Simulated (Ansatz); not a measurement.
F3HOTi···SiH4

Input

```
crystal:
  periodic: [false, false, false]
  atoms:
    - { symbol: Ti, position_ang: [-0.165782, 0.334753, -0.027109] }
    - { symbol: O, position_ang: [-0.414916, 0.470161, 1.819044] }
    - { symbol: H, position_ang: [-0.786584, -0.193383, 2.43166] }
    - { symbol: F, position_ang: [1.525004, 0.655471, -0.405322] }
    - { symbol: F, position_ang: [-1.13432, 1.566984, -0.823752] }
    - { symbol: F, position_ang: [-0.657009, -1.236318, -0.66559] }
    - { symbol: Si, position_ang: [1.589593, -2.57687, 1.342508] }
    - { symbol: H, position_ang: [0.649503, -3.731391, 1.16505] }
    - { symbol: H, position_ang: [2.325586, -2.310062, 0.062751] }
    - { symbol: H, position_ang: [2.57681, -2.894173, 2.435001] }
    - { symbol: H, position_ang: [0.830714, -1.370371, 1.735158] }
basis:
  gaussian: { orbitals: def2-SVP }
hamiltonian:
  xc: blyp
relax:
  f_tol: 0.03
  max_steps: 50
output:
  orbitals: {}
```

Run with:

```sh
ansatz run input.yaml --threads 4 --pin off --max-ram 5120MiB --backend cpu --events-out ev --progress --plain --runs-dir out
```

The fields are those of the run's last geometry, not of the input's.

The calculation used RKS BLYP/def2-SVP (Ansatz 0.2.0).

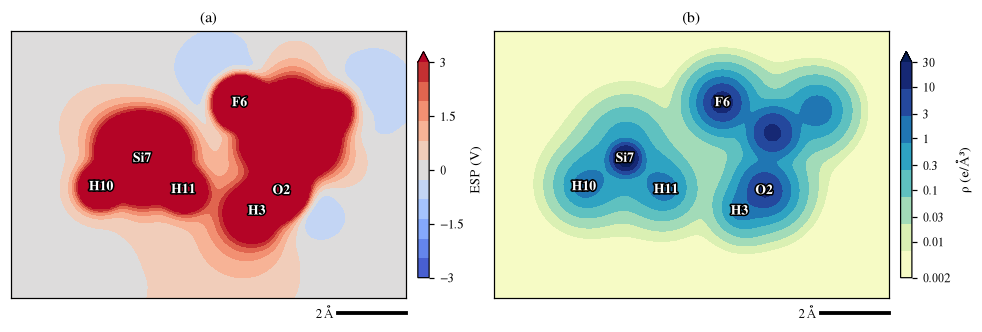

Figure 1. (a) molecular electrostatic potential; (b) total electron density on the plane of atoms H10, Si7 and H11.

### What do the fields say about this system?

Atoms in the plane: O, H, F and Si.
Si7···F6 (3.30 Å): the density falls to about 0.03 e/Å³ on the way; a weak contact between the two molecules.
O–H (0.98 Å): ρ at the midpoint is about 3.5 e/Å³.
Si–H (1.50 Å): ρ at the midpoint is about 0.75 e/Å³.
Outside the dense part of the complex the potential is most negative (−0.8 V) near O2.

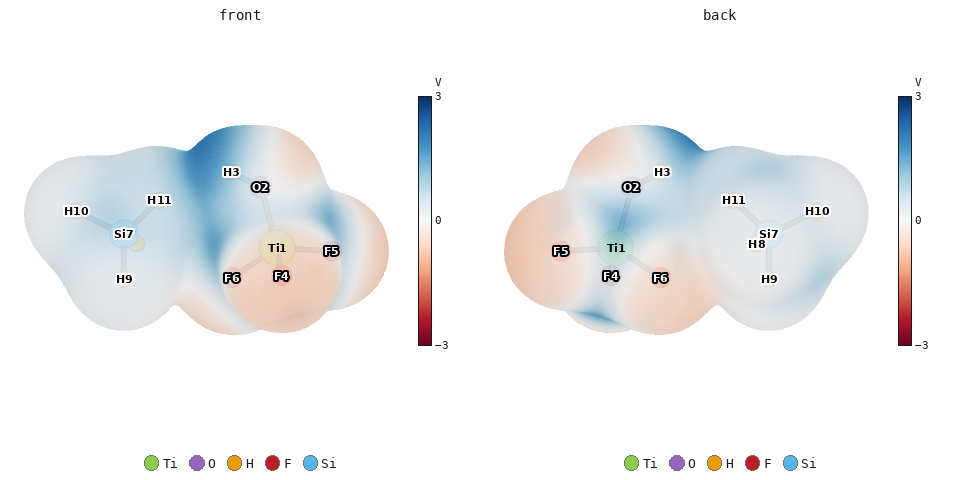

Figure 2. The electrostatic potential painted on the density surface at 0.001 e/bohr³, seen from the front and from behind; red is negative and blue positive.

### Which sites attract a positive test charge, and which a negative one?

A positive charge is drawn to the negative regions and a negative charge to the positive ones. The most negative region (about −0.8 V) lies over F4 and F5, the most positive (about +2.1 V) over H3.

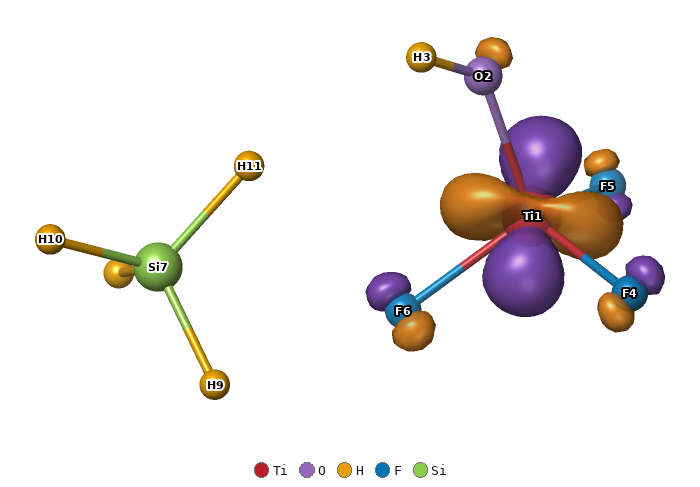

Figure 3. One frontier orbital at ±0.3 Å⁻³ᐟ² (orange and purple are the two phases), seen at a tilt.

### Which orbital is it: HOMO or LUMO?

The LUMO, at −3.38 eV. By Hirshfeld shares it lies mainly on Ti1 (about 75 %) and F6 (about 5 %).
